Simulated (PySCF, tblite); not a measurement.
# C4H11NOSi: geometry, infrared bands and NMR shifts

What infrared bands and NMR shifts should C4H11NOSi (`C=C[Si@@H](O)N(C)C`) show?

The runs use tblite 0.8.0 and PySCF 2.14.0, with density-fitted response routines of our own; the level of theory stands in each step. All values are computed, except where a source is named. Atoms are numbered from 0 throughout.

**1. Starting geometry**

18 atoms, charge 0, multiplicity 1; geometry from: force field or distance geometry start.

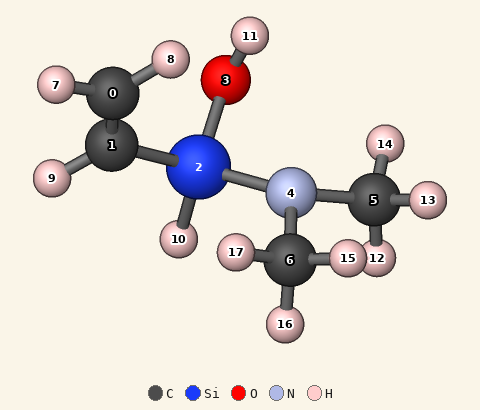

The starting geometry (carbon dark grey, silicon blue, oxygen red, nitrogen light blue, hydrogen pink), atoms numbered.

**2. Relaxing the molecule with GFN2-xTB**

The job: settings as JSON, then the geometry in Å.

```
{"job": {"kind": "relax", "xc": "GFN2-xTB", "basis": "xTB"}, "charge": 0, "multiplicity": 1}
C      2.582800    -0.602300    -0.417100
C      1.867500    -0.864900     0.683700
Si     0.415900     0.025900     1.317600
O      0.803400     1.570700     1.774900
N     -0.741400     0.258800     0.056100
C     -1.903300     1.143700     0.258100
C     -1.194700    -0.881300    -0.760200
H      3.442500    -1.197600    -0.682000
H      2.314100     0.212100    -1.084000
H      2.168100    -1.696200     1.333400
H     -0.257700    -0.698000     2.414000
H      1.076300     2.125100     1.048900
H     -2.642700     0.689600     0.940400
H     -2.389300     1.382300    -0.691000
H     -1.601400     2.116900     0.691100
H     -1.724000    -0.548300    -1.646400
H     -1.868200    -1.532400    -0.183400
H     -0.356600    -1.497700    -1.112400
```

The run is started by

```console
OMP_NUM_THREADS=1 python probes_run.py task.json out
```

The driver reads the jobs from task.json and runs them one after another.

Log:

```text
step      E/eV     max force
  0    -623.19191    2.205
  1    -623.30337    1.210
  2    -623.33696    0.636
  3    -623.36634    0.526
  4    -623.39109    0.339
  5    -623.40220    0.335
  6    -623.41777    0.311
  7    -623.42577    0.255
  8    -623.43434    0.217
  9    -623.44177    0.211
 10    -623.44783    0.164
 11    -623.45218    0.144
 12    -623.45642    0.180
 13    -623.46081    0.167
 14    -623.46421    0.136
 15    -623.46612    0.110
 16    -623.46745    0.096
 17    -623.46909    0.134
 18    -623.47112    0.138
 19    -623.47306    0.110
 20    -623.47467    0.124
 21    -623.47633    0.122
 22    -623.47840    0.134
 23    -623.48046    0.132
 24    -623.48187    0.086
 25    -623.48282    0.081
 26    -623.48388    0.098
 27    -623.48565    0.141
 28    -623.48834    0.179
 29    -623.49116    0.139
 30    -623.49306    0.112
 31    -623.49440    0.090
 32    -623.49552    0.102
 33    -623.49650    0.080
 34    -623.49730    0.056
 35    -623.49797    0.065
 36    -623.49877    0.067
 37    -623.49988    0.082
 38    -623.50120    0.075
 39    -623.50232    0.070
 40    -623.50297    0.059
 41    -623.50339    0.068
 42    -623.50379    0.037
 43    -623.50409    0.027
 44    -623.50422    0.018
 45    -623.50427    0.017
 46    -623.50434    0.018
 47    -623.50439    0.017
 48    -623.50445    0.014
 49    -623.50450    0.016
 50    -623.50455    0.015
 51    -623.50460    0.016
 52    -623.50465    0.016
 53    -623.50469    0.016
 54    -623.50472    0.011
 55    -623.50474    0.012
 56    -623.50476    0.015
 57    -623.50478    0.015
 58    -623.50481    0.013
 59    -623.50483    0.011
 60    -623.50486    0.014
 61    -623.50489    0.018
 62    -623.50492    0.017
 63    -623.50495    0.012
 64    -623.50497    0.010
 65    -623.50499    0.011
 66    -623.50501    0.010
 67    -623.50502    0.009
```

Run time: 0.75 s. Hardware: 1 thread of Arm Neoverse N1, shared host; peak memory 0.18 GiB.

Along the way: (not every step is listed)

```
step  energy from step 0 (eV)  largest force (eV/Å)
   0                   0.0000                2.2049
   1                  -0.1115                1.2102
   2                  -0.1450                0.6359
   3                  -0.1744                0.5260
   4                  -0.1992                0.3390
   5                  -0.2103                0.3346
   6                  -0.2259                0.3109
   7                  -0.2339                0.2547
   8                  -0.2424                0.2171
  13                  -0.2689                0.1666
  18                  -0.2792                0.1381
  23                  -0.2885                0.1316
  28                  -0.2964                0.1786
  33                  -0.3046                0.0801
  38                  -0.3093                0.0746
  43                  -0.3122                0.0271
  48                  -0.3125                0.0143
  53                  -0.3128                0.0159
  58                  -0.3129                0.0131
  62                  -0.3130                0.0170
  63                  -0.3130                0.0122
  64                  -0.3131                0.0105
  65                  -0.3131                0.0112
  66                  -0.3131                0.0104
  67                  -0.3131                0.0092
```

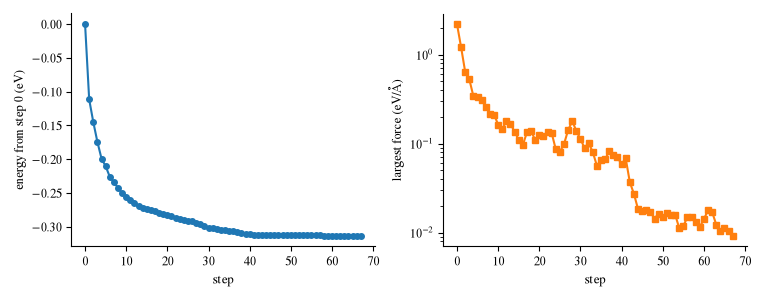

Energy and force, step by step.

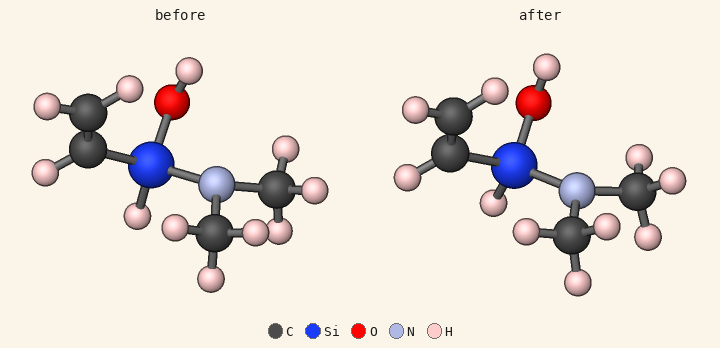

The geometry before (left) and after (right).

Distances of close pairs at the start and the end, largest changes first:

```
   bond  before (Å)  after (Å)  change (Å)
 C1–Si2       1.817      1.888      +0.070
  N4–C6       1.474      1.442      -0.032
  N4–C5       1.474      1.443      -0.031
 Si2–O3       1.657      1.630      -0.027
 C5–H14       1.107      1.086      -0.021
  C0–C1       1.339      1.323      -0.016
  C1–H9       1.097      1.083      -0.014
Si2–H10       1.476      1.464      -0.013
```

The next job starts from the end point, and lists it.

**3. Infrared spectrum with GFN2-xTB**

The job: settings as JSON, then the geometry in Å.

```
{"job": {"kind": "ir", "xc": "GFN2-xTB", "basis": "xTB"}, "charge": 0, "multiplicity": 1}
C      2.474604    -0.589263    -0.468525
C      1.809607    -0.907827     0.630083
Si     0.375056     0.084972     1.351187
O      0.786158     1.598619     1.796143
N     -0.818291     0.184813     0.109375
C     -1.913317     1.116611     0.231849
C     -1.155894    -0.940792    -0.725962
H      3.304118    -1.172541    -0.842254
H      2.211668     0.275547    -1.058076
H      2.119138    -1.790787     1.174721
H     -0.038167    -0.443036     2.652283
H      1.169610     2.200060     1.162951
H     -2.802451     0.642854     0.665086
H     -2.182593     1.506894    -0.754280
H     -1.617399     1.942551     0.872366
H     -1.451281    -0.588869    -1.718896
H     -1.988223    -1.522262    -0.310351
H     -0.291104    -1.591226    -0.825916
```

Log:

```text
mode    cm-1     km/mol
  1     -18.2      0.21
  2      64.3      0.09
  3     133.6      0.13
  4     158.1      1.39
  5     172.4      4.64
  6     204.0      4.15
  7     210.2      0.85
  8     261.6    113.28
  9     278.2      4.34
 10     323.7     34.00
 11     375.8     13.36
 12     395.6     45.69
 13     491.0     11.88
 14     638.1     34.82
 15     653.2     63.21
 16     689.8     13.75
 17     755.7    201.98
 18     826.3    344.42
 19     891.9    193.19
 20     923.0     25.23
 21    1016.5      9.62
 22    1038.4     77.25
 23    1042.6     66.42
 24    1058.3      2.24
 25    1091.5      0.40
 26    1131.4      3.84
 27    1206.3     39.15
 28    1290.6      1.47
 29    1304.8     79.41
 30    1415.6      2.10
 31    1423.8      1.12
 32    1425.6      0.05
 33    1481.6      0.44
 34    1489.8      4.12
 35    1501.5      6.88
 36    1511.3      1.68
 37    1677.9     20.12
 38    2248.6    319.87
 39    2889.6     69.78
 40    2894.4     78.41
 41    2941.6     27.11
 42    2947.3    105.96
 43    3038.5     30.75
 44    3039.7     47.17
 45    3044.7     29.72
 46    3061.5     56.35
 47    3087.3     61.19
 48    3666.0      8.89
```

Wall time 1 s (1 thread of Arm Neoverse N1, shared host); peak memory 0.18 GiB.

Which atoms move in the most intense modes:

```
cm⁻¹  km/mol                        atoms
 262   113.3            H11 69 %, O3 14 %
 756   202.0  Si2 43 %, C1 15 %, H10 11 %
 826   344.4  H11 71 %, O3 11 %, H10 11 %
 892   193.2            O3 47 %, Si2 42 %
1305    79.4    N4 47 %, C6 11 %, C5 10 %
2249   319.9                     H10 97 %
2894    78.4                     H12 83 %
2947   106.0           H15 68 %, H13 17 %
```

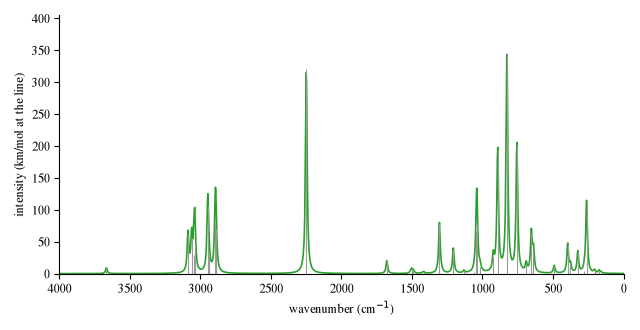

The infrared spectrum from these modes, unscaled. Lines are broadened to a width of 14 cm⁻¹ (Lorentzian).

**4. Shielding tensors: PBE0/pcSseg-1**

Same as in step 3 but for these lines:

```diff
@@ -1,2 +1,2 @@
-{"job": {"kind": "ir", "xc": "GFN2-xTB", "basis": "xTB"}, "charge": 0, "multiplicity": 1}
+{"job": {"kind": "nmr", "xc": "PBE0", "basis": "pcSseg-1"}, "charge": 0, "multiplicity": 1}
 C      2.474604    -0.589263    -0.468525
```

Method: GIAO PBE0/pcSseg-1 NMR shielding, non-relativistic, gas phase.

Log:

```text
coarse grid: 14936 points
cycle   1  E = -577.8734785651  dE =  7.257e-01  |g| = 7.777e-01  |ddm| = 3.704e+00
cycle   2  E = -577.7653447108  dE =  1.081e-01  |g| = 1.095e+00  |ddm| = 1.528e+00
cycle   3  E = -577.9895236991  dE = -2.242e-01  |g| = 1.016e-01  |ddm| = 9.926e-01
cycle   4  E = -577.9914523225  dE = -1.929e-03  |g| = 3.670e-02  |ddm| = 1.049e-01
cycle   5  E = -577.9917574476  dE = -3.051e-04  |g| = 1.012e-02  |ddm| = 3.989e-02
cycle   6  E = -577.9917754091  dE = -1.796e-05  |g| = 4.234e-03  |ddm| = 1.227e-02
cycle   7  E = -577.9917791058  dE = -3.697e-06  |g| = 4.153e-04  |ddm| = 3.534e-03
final grid: 138056 points
cycle   8  E = -578.0406107984  dE = -3.039e-05  |g| = 9.434e-03  |ddm| = 2.648e-02
cycle   9  E = -578.0405967137  dE =  1.408e-05  |g| = 1.254e-02  |ddm| = 1.853e-02
cycle  10  E = -578.0406313465  dE = -3.463e-05  |g| = 1.587e-03  |ddm| = 1.105e-02
cycle  11  E = -578.0406318384  dE = -4.919e-07  |g| = 1.611e-04  |ddm| = 1.170e-03
cycle  12  E = -578.0406318432  dE = -4.747e-09  |g| = 6.447e-05  |ddm| = 1.821e-04
cycle  13  E = -578.0406318439  dE = -7.094e-10  |g| = 2.919e-05  |ddm| = 7.694e-05
converged SCF energy = -578.0406318439

GIAO shielding tensors (ppm)
atom      isotropic    diamagn.    paramagn.     s11        s22        s33       span
  0 C       45.248     254.993    -209.745    -83.165     47.564    171.345    254.509
  1 C       40.694     264.832    -224.138    -82.084     31.387    172.777    254.861
  2 Si     380.484     882.244    -501.760    367.152    375.602    398.698     31.547
  3 O      294.222     389.400     -95.178    268.116    295.586    318.965     50.850
  4 N      231.213     329.500     -98.287    206.873    226.130    260.636     53.762
  5 C      148.406     244.394     -95.989    122.541    137.361    185.315     62.774
  6 C      147.052     246.782     -99.730    124.528    132.755    183.874     59.346
  7 H       25.174      29.014      -3.839     22.242     24.789     28.492      6.250
  8 H       25.538      34.338      -8.800     21.366     25.036     30.212      8.846
  9 H       25.273      31.235      -5.962     22.954     25.794     27.069      4.115
 10 H       26.940      30.375      -3.435     23.644     24.507     32.671      9.028
 11 H       30.420      33.719      -3.299     23.176     25.155     42.929     19.754
 12 H       29.348      28.831       0.517     24.764     26.851     36.429     11.665
 13 H       29.337      29.945      -0.608     24.765     27.039     36.208     11.443
 14 H       28.372      30.210      -1.838     22.946     28.428     33.742     10.796
 15 H       29.395      31.399      -2.004     25.261     26.769     36.156     10.895
 16 H       29.462      30.420      -0.958     24.910     27.029     36.448     11.537
 17 H       28.590      32.939      -4.349     23.079     29.640     33.050      9.971
```

Wall time 45 s (1 thread of Arm Neoverse N1, shared host); peak memory 0.83 GiB.

Shifts follow as δ = σ(reference) − σ, with reference shieldings (ppm) from runs at the same level and on the same kind of geometry: ¹H TMS 31.72, ¹³C TMS 186.9, ²⁹Si TMS 349.2, ¹⁵N NH3 267.7, ¹⁷O H2O 336.1. The references are single molecules in the gas phase, so shifts against H2O, NH3, PH3, H3PO4 or CFCl3 are not on the usual liquid scales and can be off by tens of ppm. Atoms listed in one row are averaged.

```
                       atoms                              environment  σ (ppm)  δ (ppm)  δ scaled to CDCl3
                          C1                                alkene CH     40.7    146.2              140.8
                          C0                     terminal =CH2 carbon     45.2    141.7              136.4
                      C5, C6                methyl carbon bonded to N    147.7     39.2               36.3
                          H7       hydrogen on a terminal =CH2 carbon    25.17     6.54               6.27
                          H9                 hydrogen on an alkene CH    25.27     6.44               6.18
                          H8       hydrogen on a terminal =CH2 carbon    25.54     6.18               5.93
                         H10  hydrogen on a silicon bonded to C, N, O    26.94     4.78                  –
H12, H13, H14, H15, H16, H17  hydrogen on a methyl carbon bonded to N    29.08     2.63               2.59
                         H11       hydrogen on an oxygen bonded to Si    30.42     1.30                  –
                         Si2             silicon bonded to C, N, O, H    380.5    -31.3                  –
                          O3                   oxygen bonded to Si, H    294.2     41.9                  –
                          N4               nitrogen bonded to 2 C, Si    231.2     36.5                  –
```

The scaled column applies a straight-line fit of computed shieldings to shifts measured in CDCl3 (root-mean-square error 0.16 ppm for H, 1.9 ppm for C).

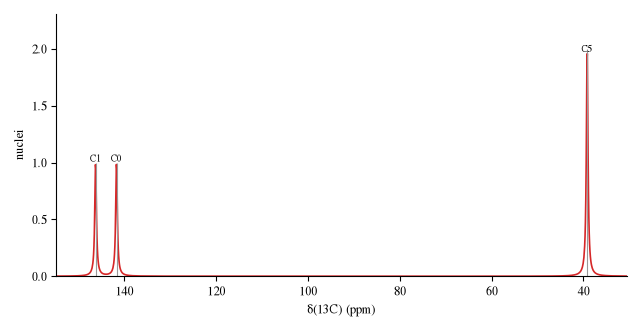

¹³C lines at the computed shifts, without couplings. Lines are broadened to a width of 0.43 ppm (Lorentzian).

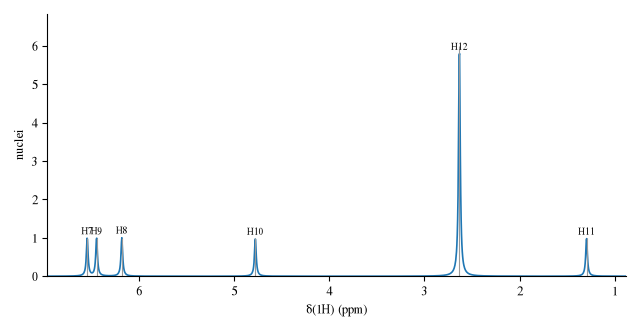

¹H lines at the computed shifts, without couplings. Lines are broadened to a width of 0.02 ppm (Lorentzian).

The run also stored atomic charges by several schemes (e):

```
 atoms  Mulliken    IAO  Hirshfeld  ESP fit
    C0     -0.15  -0.27      -0.08    -0.24
    C1     -0.53  -0.46      -0.14    -0.41
   Si2      1.11   1.22       0.43     0.78
    O3     -0.55  -0.79      -0.31    -0.70
    N4     -0.80  -0.52      -0.18    -0.19
C5, C6     -0.08  -0.30      -0.07    -0.39
```

ESP fit charges:

C0 -0.24; C1 -0.41; Si2 0.78; O3 -0.70; N4 -0.19; C5 -0.37; C6 -0.40; H7 0.15; H8 0.12; H9 0.17; H10 -0.14; H11 0.42; H12 0.13; H13 0.13; H14 0.14; H15 0.15; H16 0.13; H17 0.14

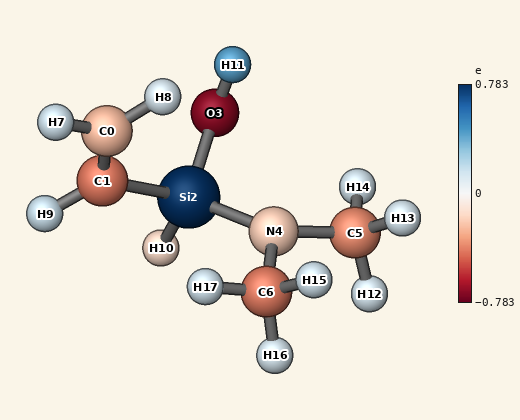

ESP fit charges, as colours on the atoms.

Mayer bond orders: C0–C1 1.99, C1–Si2 0.83, Si2–O3 1.04, Si2–N4 0.96, N4–C5 0.96, N4–C6 0.96.

**5. Outcome**

| quantity | value |
| --- | --- |
| strongest single infrared mode (GFN2-xTB) | 826 cm⁻¹, 344 km/mol |
| zero-point energy (GFN2-xTB) | 90.7 kcal/mol |
| ¹³C shifts against TMS (PBE0/pcSseg-1, means over atoms taken as alike) | 146.2, 141.7, 39.2 ppm |
| ¹H shifts against TMS (PBE0/pcSseg-1, means over atoms taken as alike) | 6.54, 6.44, 6.18, 4.78, 2.63, 1.30 ppm |
| ²⁹Si shifts against TMS (PBE0/pcSseg-1) | -31.3 ppm |
| ¹⁷O shifts against H2O (PBE0/pcSseg-1) | 41.9 ppm |
| ¹⁵N shifts against NH3 (PBE0/pcSseg-1) | 36.5 ppm |

In words: Over 67 steps the energy fell by 0.313 eV; of the close pairs, C1–Si2 changed most, 1.817 to 1.888 Å. The lowest mode is slightly imaginary (18i cm⁻¹), a soft motion within the noise of the Hessian, so the minimum is not strictly shown. The strongest single mode, at 826 cm⁻¹, moves mainly H11. Unscaled tight-binding wavenumbers are off by several per cent, some by more. Its intensities can rank the bands wrongly. C1 (alkene CH) lies farthest downfield among carbon, at 146.2 ppm; the olefinic region.
